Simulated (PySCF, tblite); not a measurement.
# C₆H₇BF₂: geometry, infrared bands and NMR shifts

Wanted: the infrared bands and NMR shifts of C₆H₇BF₂ (`C=C1CC/C1=C/B(F)F`), by calculation.

Programs: tblite 0.8.0 and PySCF 2.14.0, with density-fitted response routines of our own. Each step states its level of theory. These are calculated values for one molecule in the gas phase, unless marked as measured. Atoms are numbered from 0 throughout.

### Step 1. The starting structure

16 atoms, charge 0, multiplicity 1; geometry from: force field or distance geometry start.

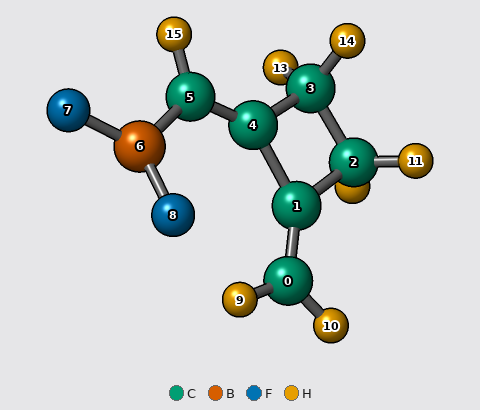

As it starts; carbon teal, boron orange, fluorine blue, hydrogen amber, atoms numbered.

### Step 2. Optimising the geometry with GFN2-xTB

The job: settings as JSON, then the geometry in Å.

```
{"job": {"kind": "relax", "xc": "GFN2-xTB", "basis": "xTB"}, "charge": 0, "multiplicity": 1}
C     -0.570300     1.907200    -0.644200
C     -0.714400     0.680300    -0.181700
C     -1.853400    -0.118000     0.339400
C     -1.032600    -1.285800     0.488500
C      0.178300    -0.556500     0.052000
C      1.452700    -0.910200    -0.093400
B      2.609400     0.070600    -0.507200
F      3.928300    -0.474800    -0.748700
F      2.494100     1.484700    -0.282600
H      0.360000     2.268800    -1.016200
H     -1.443200     2.561600    -0.683900
H     -2.245900     0.283800     1.303100
H     -2.655400    -0.239100    -0.428700
H     -1.295000    -2.114100    -0.208000
H     -0.946700    -1.612800     1.557900
H      1.726600    -1.936900     0.119400
```

Started as:

```
$ OMP_NUM_THREADS=1 python probes_run.py task.json out
```

This one command runs all jobs of the session in turn.

The program printed:

```text
step      E/eV     max force
  0    -737.80096    4.161
  1    -738.40956    2.164
  2    -738.60264    1.138
  3    -738.67903    0.962
  4    -738.71898    0.563
  5    -738.73401    0.317
  6    -738.74892    0.349
  7    -738.75718    0.240
  8    -738.76299    0.235
  9    -738.76586    0.139
 10    -738.76746    0.105
 11    -738.76881    0.093
 12    -738.77025    0.117
 13    -738.77228    0.116
 14    -738.77462    0.148
 15    -738.77686    0.129
 16    -738.77867    0.115
 17    -738.78018    0.124
 18    -738.78141    0.092
 19    -738.78226    0.068
 20    -738.78286    0.057
 21    -738.78345    0.064
 22    -738.78407    0.074
 23    -738.78459    0.058
 24    -738.78494    0.044
 25    -738.78520    0.043
 26    -738.78552    0.052
 27    -738.78590    0.061
 28    -738.78631    0.051
 29    -738.78676    0.057
 30    -738.78729    0.069
 31    -738.78790    0.087
 32    -738.78844    0.066
 33    -738.78882    0.049
 34    -738.78915    0.053
 35    -738.78964    0.084
 36    -738.79038    0.112
 37    -738.79120    0.091
 38    -738.79182    0.058
 39    -738.79227    0.046
 40    -738.79264    0.072
 41    -738.79295    0.071
 42    -738.79316    0.045
 43    -738.79337    0.032
 44    -738.79356    0.034
 45    -738.79372    0.050
 46    -738.79392    0.044
 47    -738.79408    0.030
 48    -738.79421    0.025
 49    -738.79432    0.029
 50    -738.79443    0.033
 51    -738.79455    0.033
 52    -738.79469    0.030
 53    -738.79484    0.027
 54    -738.79497    0.028
 55    -738.79507    0.025
 56    -738.79515    0.025
 57    -738.79526    0.031
 58    -738.79538    0.026
 59    -738.79549    0.021
 60    -738.79557    0.021
 61    -738.79563    0.029
 62    -738.79569    0.020
 63    -738.79574    0.016
 64    -738.79577    0.011
 65    -738.79579    0.011
 66    -738.79581    0.012
 67    -738.79583    0.010
 68    -738.79585    0.011
 69    -738.79586    0.011
 70    -738.79589    0.012
 71    -738.79591    0.011
 72    -738.79593    0.011
 73    -738.79595    0.011
 74    -738.79598    0.012
 75    -738.79601    0.016
 76    -738.79604    0.016
 77    -738.79606    0.011
 78    -738.79607    0.008
```

It took 0.82 s on 1 thread of Arm Neoverse N1, shared host; peak memory 0.18 GiB.

Relaxation path: (not every step is listed)

```
step  energy from step 0 (eV)  largest force (eV/Å)
   0                   0.0000                4.1615
   1                  -0.6086                2.1636
   2                  -0.8017                1.1384
   3                  -0.8781                0.9621
   4                  -0.9180                0.5634
   5                  -0.9330                0.3171
   6                  -0.9480                0.3487
   7                  -0.9562                0.2399
   8                  -0.9620                0.2347
  14                  -0.9737                0.1484
  20                  -0.9819                0.0574
  26                  -0.9846                0.0520
  32                  -0.9875                0.0662
  38                  -0.9909                0.0578
  44                  -0.9926                0.0336
  50                  -0.9935                0.0331
  56                  -0.9942                0.0255
  62                  -0.9947                0.0195
  68                  -0.9949                0.0114
  73                  -0.9950                0.0110
  74                  -0.9950                0.0121
  75                  -0.9950                0.0161
  76                  -0.9951                0.0158
  77                  -0.9951                0.0107
  78                  -0.9951                0.0083
```

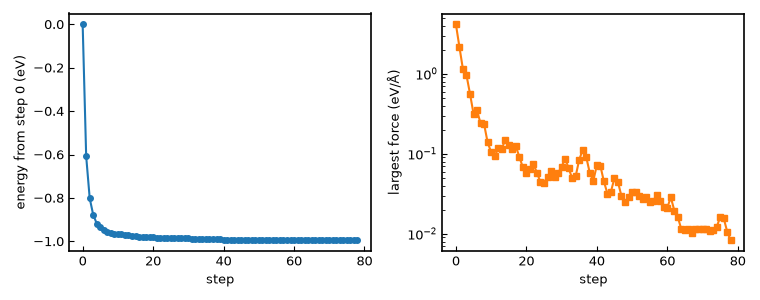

Energy and largest force along the relaxation.

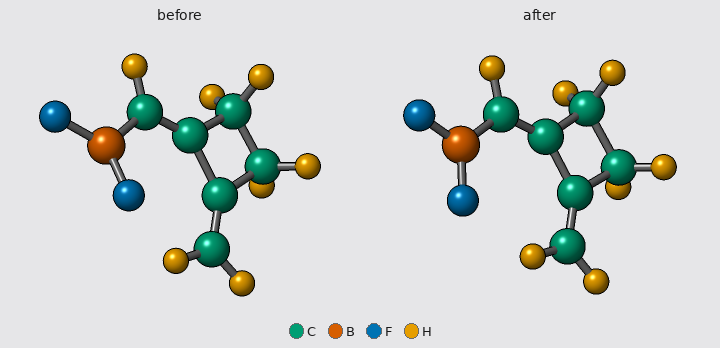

Before and after, at one scale.

Close pairs (by a distance rule), those that changed most:

```
  bond  before (Å)  after (Å)  change (Å)
 B6–F7       1.448      1.326      -0.122
 B6–F8       1.436      1.324      -0.112
 C2–C3       1.435      1.542      +0.107
 C1–C4       1.543      1.461      -0.082
 C5–B6       1.572      1.535      -0.037
C3–H14       1.122      1.089      -0.033
C2–H12       1.117      1.088      -0.029
 C3–C4       1.479      1.508      +0.029
```

The end geometry stands in the next job.

### Step 3. Harmonic vibrations with GFN2-xTB

The job: settings as JSON, then the geometry in Å.

```
{"job": {"kind": "ir", "xc": "GFN2-xTB", "basis": "xTB"}, "charge": 0, "multiplicity": 1}
C     -0.526857     1.902239    -0.560683
C     -0.703396     0.658932    -0.137331
C     -1.924217    -0.105646     0.321513
C     -1.025640    -1.348293     0.484056
C      0.151480    -0.510945     0.051218
C      1.454249    -0.815465    -0.063470
B      2.625221     0.081480    -0.489550
F      3.864948    -0.387346    -0.521004
F      2.546365     1.352521    -0.852005
H      0.435510     2.271103    -0.863879
H     -1.355730     2.589213    -0.615002
H     -2.359659     0.264547     1.248094
H     -2.709429    -0.195732    -0.426804
H     -1.253213    -2.170991    -0.192145
H     -0.948767    -1.739233     1.497206
H      1.721536    -1.837439     0.185518
```

The program printed:

```text
mode    cm-1     km/mol
  1      41.6      0.09
  2      59.9      0.47
  3     129.8      0.78
  4     150.1      0.56
  5     229.2      0.20
  6     275.2      2.62
  7     332.1      7.26
  8     385.6      0.81
  9     464.6     13.65
 10     506.4     17.34
 11     541.1     71.96
 12     675.1      4.72
 13     709.5      1.12
 14     753.8      0.16
 15     781.3      1.19
 16     864.9     43.73
 17     875.7     10.47
 18     902.2     16.78
 19     929.4      2.95
 20     997.6      2.37
 21    1031.5      3.31
 22    1053.9      1.32
 23    1081.6     19.73
 24    1155.1      0.02
 25    1176.6     92.95
 26    1218.7     46.12
 27    1224.7     75.63
 28    1236.4    187.44
 29    1271.3    263.53
 30    1329.5    309.64
 31    1398.4      7.10
 32    1436.4      2.72
 33    1458.0      3.71
 34    1673.0    216.62
 35    1719.5      7.99
 36    2990.2      0.30
 37    3006.9     43.72
 38    3009.8     24.16
 39    3014.6     35.49
 40    3035.1     29.41
 41    3101.5     15.35
 42    3161.8      7.17
```

Wall time 0.83 s (1 thread of Arm Neoverse N1, shared host); peak memory 0.18 GiB.

The strongest bands and the atoms that carry them (share of the mass-weighted mode):

```
cm⁻¹  km/mol                                 atoms
 541    72.0                               B6 52 %
1177    93.0                     C1 34 %, H15 21 %
1219    46.1  C2 21 %, C3 15 %, H11 14 %, H12 14 %
1225    75.6  C3 20 %, H14 19 %, H13 18 %, C2 11 %
1236   187.4            B6 31 %, C4 12 %, H12 10 %
1271   263.5            B6 64 %, F8 16 %, H15 15 %
1330   309.6   H15 32 %, B6 20 %, C5 17 %, C4 14 %
1673   216.6                      C4 59 %, C5 38 %
```

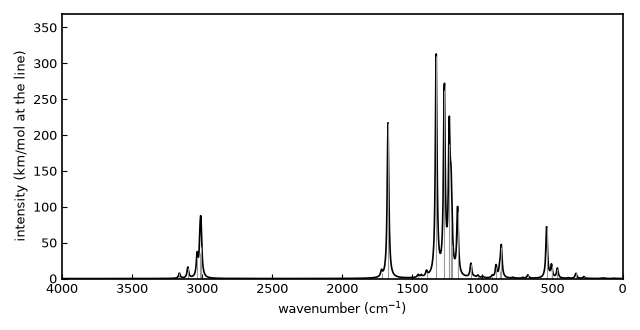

The infrared spectrum from these modes, unscaled. Lines are broadened to a width of 14 cm⁻¹ (Lorentzian).

### Step 4. NMR shieldings: PBE0/pcSseg-1

Same as in step 3 but for these lines:

```diff
@@ -1,2 +1,2 @@
-{"job": {"kind": "ir", "xc": "GFN2-xTB", "basis": "xTB"}, "charge": 0, "multiplicity": 1}
+{"job": {"kind": "nmr", "xc": "PBE0", "basis": "pcSseg-1"}, "charge": 0, "multiplicity": 1}
 C     -0.526857     1.902239    -0.560683
```

Method: GIAO PBE0/pcSseg-1 NMR shielding, non-relativistic, gas phase.

The program printed:

```text
coarse grid: 14120 points
cycle   1  E = -456.7603676223  dE =  1.308e+00  |g| = 6.651e-01  |ddm| = 3.957e+00
cycle   2  E = -456.7278176093  dE =  3.255e-02  |g| = 8.599e-01  |ddm| = 1.024e+00
cycle   3  E = -456.8408695084  dE = -1.131e-01  |g| = 7.367e-02  |ddm| = 5.479e-01
cycle   4  E = -456.8419254947  dE = -1.056e-03  |g| = 2.907e-02  |ddm| = 9.181e-02
cycle   5  E = -456.8421040748  dE = -1.786e-04  |g| = 1.126e-02  |ddm| = 3.468e-02
cycle   6  E = -456.8421364311  dE = -3.236e-05  |g| = 2.616e-03  |ddm| = 1.135e-02
cycle   7  E = -456.8421382160  dE = -1.785e-06  |g| = 4.987e-04  |ddm| = 2.409e-03
final grid: 139272 points
cycle   8  E = -456.9055821635  dE = -6.936e-05  |g| = 7.214e-03  |ddm| = 4.518e-02
cycle   9  E = -456.9055805085  dE =  1.655e-06  |g| = 7.695e-03  |ddm| = 1.358e-02
cycle  10  E = -456.9055945111  dE = -1.400e-05  |g| = 1.522e-03  |ddm| = 7.948e-03
cycle  11  E = -456.9055950597  dE = -5.486e-07  |g| = 2.719e-04  |ddm| = 1.461e-03
cycle  12  E = -456.9055950764  dE = -1.670e-08  |g| = 9.243e-05  |ddm| = 2.366e-04
cycle  13  E = -456.9055950778  dE = -1.453e-09  |g| = 3.079e-05  |ddm| = 8.303e-05
cycle  14  E = -456.9055950780  dE = -1.481e-10  |g| = 5.845e-06  |ddm| = 2.546e-05
converged SCF energy = -456.9055950780

GIAO shielding tensors (ppm)
atom      isotropic    diamagn.    paramagn.     s11        s22        s33       span
  0 C       60.534     256.792    -196.259    -41.968     57.756    165.812    207.780
  1 C       33.298     259.377    -226.079    -75.811     40.956    134.750    210.561
  2 C      159.128     252.861     -93.733    150.222    153.352    173.810     23.588
  3 C      154.961     252.161     -97.201    144.266    149.199    171.418     27.152
  4 C        5.401     255.975    -250.574   -111.770     -6.237    134.211    245.980
  5 C       73.722     257.015    -183.293    -19.872     76.241    164.797    184.668
  6 B       77.305     194.045    -116.740     62.905     80.834     88.176     25.271
  7 F      251.394     465.837    -214.443    102.861    295.395    355.927    253.067
  8 F      258.716     472.688    -213.972    116.245    304.305    355.598    239.353
  9 H       25.026      32.304      -7.278     22.544     24.443     28.090      5.547
 10 H       26.018      29.756      -3.738     23.480     25.126     29.450      5.970
 11 H       28.982      29.941      -0.959     25.772     27.401     33.774      8.002
 12 H       29.017      29.780      -0.763     25.717     27.425     33.909      8.193
 13 H       28.939      29.874      -0.936     25.580     27.758     33.477      7.897
 14 H       28.981      29.982      -1.001     25.544     27.797     33.602      8.058
 15 H       26.311      31.362      -5.051     24.283     24.297     30.352      6.068
```

It took 64 s on 1 thread of Arm Neoverse N1, shared host; peak memory 0.83 GiB.

Shifts follow as δ = σ(reference) − σ, with reference shieldings (ppm) from runs at the same level and on the same kind of geometry: 1H TMS 31.72, 13C TMS 186.9, 19F CFCl3 170.9, 11B BF3·OEt2 100.1. The references are single molecules in the gas phase, so shifts against H2O, NH3, PH3, H3PO4 or CFCl3 are not on the usual liquid scales and can be off by tens of ppm. Atoms listed in one row are averaged.

```
   atoms                         environment  σ (ppm)  δ (ppm)  δ scaled to CDCl3
      C4     fully substituted alkene carbon      5.4    181.5              175.3
      C1     fully substituted alkene carbon     33.3    153.6              148.0
      C0                terminal =CH2 carbon     60.5    126.4              121.4
      C5                           alkene CH     73.7    113.2              108.6
      C3                     allylic sp3 CH2    155.0     32.0               29.3
      C2                     allylic sp3 CH2    159.1     27.8               25.2
      H9  hydrogen on a terminal =CH2 carbon    25.03     6.69               6.41
     H10  hydrogen on a terminal =CH2 carbon    26.02     5.70               5.48
     H15            hydrogen on an alkene CH    26.31     5.41               5.20
H13, H14      hydrogen on an allylic sp3 CH2    28.96     2.76               2.70
H11, H12      hydrogen on an allylic sp3 CH2    29.00     2.72               2.67
      B6              boron bonded to C, 2 F     77.3     22.8                  –
  F7, F8                fluorine bonded to B    255.1    -84.1                  –
```

The scaled column applies a straight-line fit of computed shieldings to shifts measured in CDCl3, and one for carbons that bear F (root-mean-square error 0.16 ppm for H, 1.9 ppm for C).

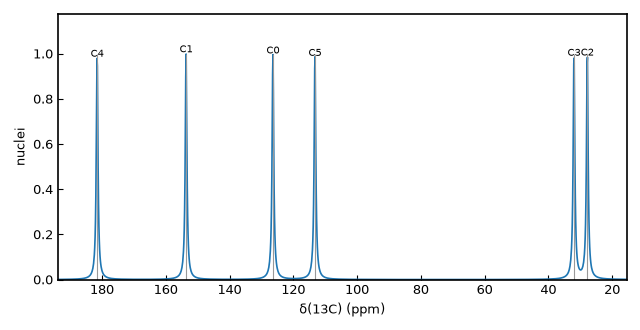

13C lines at the computed shifts, without couplings. Lines are broadened to a width of 0.61 ppm (Lorentzian).

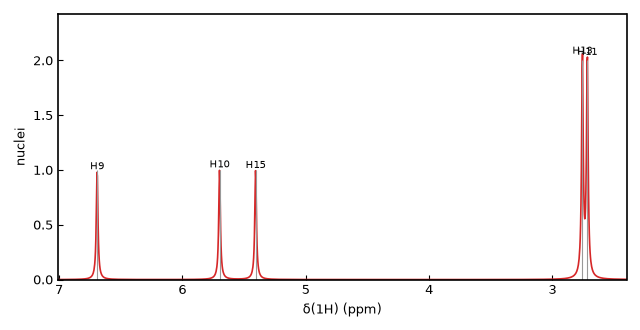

1H lines at the computed shifts, without couplings. Lines are broadened to a width of 0.02 ppm (Lorentzian).

The run also stored atomic charges by several schemes (e):

```
 atoms  Mulliken    IAO  Hirshfeld  ESP fit
    C0     -0.01  -0.30      -0.08    -0.58
    C1     -0.38   0.00       0.00     0.17
    C2     -0.12  -0.28      -0.07    -0.21
    C3     -0.12  -0.28      -0.07    -0.22
    C4     -0.17   0.08       0.03     0.28
    C5     -0.29  -0.38      -0.15    -0.75
    B6      0.76   0.70       0.29     0.87
F7, F8     -0.30  -0.32      -0.14    -0.33
```

Mulliken charges:

C0 -0.01; C1 -0.38; C2 -0.12; C3 -0.12; C4 -0.17; C5 -0.29; B6 0.76; F7 -0.29; F8 -0.30; H9 0.14; H10 0.11; H11 0.14; H12 0.14; H13 0.15; H14 0.14; H15 0.10

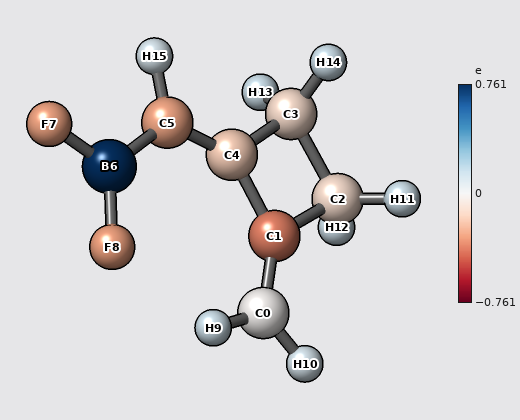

Mulliken charges, as colours on the atoms.

Mayer bond orders: C0–C1 2.00, C1–C2 1.05, C2–C3 1.08, C3–C4 1.07, C4–C5 1.78, C5–B6 1.02, B6–F7 1.10, B6–F8 1.08, C4–C1 1.00.

Ring of atoms C1, C2, C3, C4: NICS(0) 5.5, NICS(1) -1.2, NICS(1)zz 1.5 ppm (means of both faces).

The fields below are evaluated on a grid from the run's orbitals.

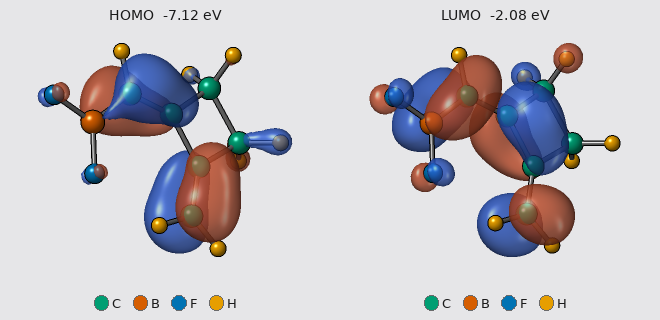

PBE0/pcSseg-1 orbitals near the gap, drawn at the value that encloses 70 % of each; the two colours are the two signs.

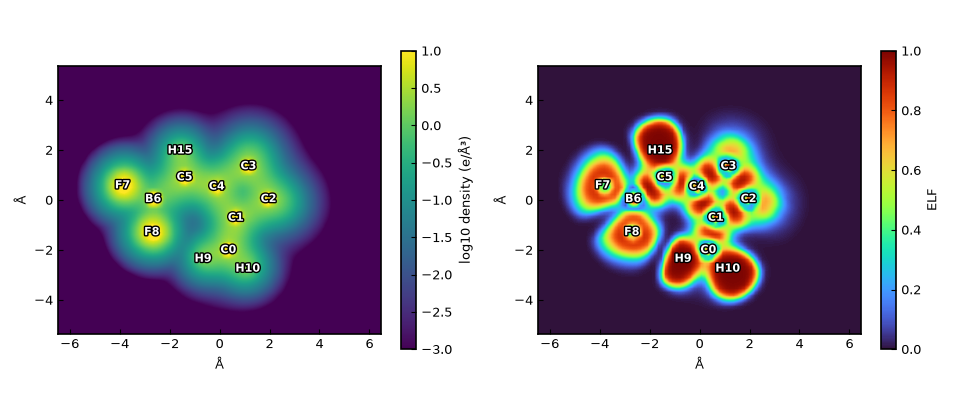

Density (left) and ELF (right) in a plane through or near 12 of the atoms.

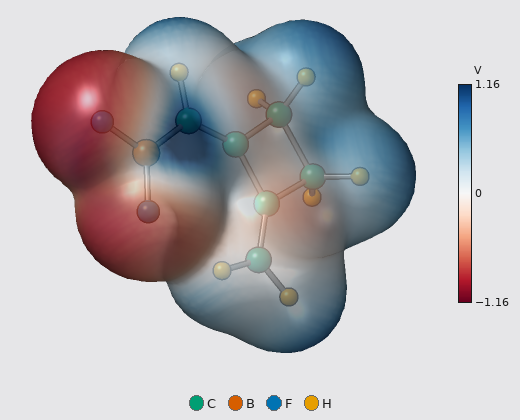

The potential that a unit positive charge feels on the 0.002 e/bohr³ surface, from -0.96 V near F7 to 1.16 V near B6.

### Step 5. Summary of results

```
                                                                 quantity                                       value
                                strongest single infrared mode (GFN2-xTB)                       1330 cm⁻¹, 310 km/mol
                                             zero-point energy (GFN2-xTB)                               73.5 kcal/mol
                                   13C shifts against TMS (PBE0/pcSseg-1)  181.5, 153.6, 126.4, 113.2, 32.0, 27.8 ppm
   1H shifts against TMS (PBE0/pcSseg-1, means over atoms taken as alike)            6.69, 5.70, 5.41, 2.76, 2.72 ppm
                              11B shifts against BF3·OEt2 (PBE0/pcSseg-1)                                    22.8 ppm
19F shifts against CFCl3 (PBE0/pcSseg-1, means over atoms taken as alike)                                   -84.1 ppm
                                    surface potential, least and greatest                          -0.96 V and 1.16 V
```

What this shows: Over 78 steps the energy fell by 0.995 eV; of the close pairs, B6–F7 changed most, 1.448 to 1.326 Å. All 42 modes are real, so the xTB geometry is a minimum. The strongest single mode, at 1330 cm⁻¹, is spread over several atoms, H15, B6, C5, C4 among them. GFN2-xTB is a fitted tight-binding method: band positions and strengths are rough. Its intensities can rank the bands wrongly. At PBE0/pcSseg-1, counted by nearest atom on the grid, the HOMO lies on C0, C5 about 26 % each; C1 15 %, the LUMO on C0, C4 about 19 % each; C5 15 %.
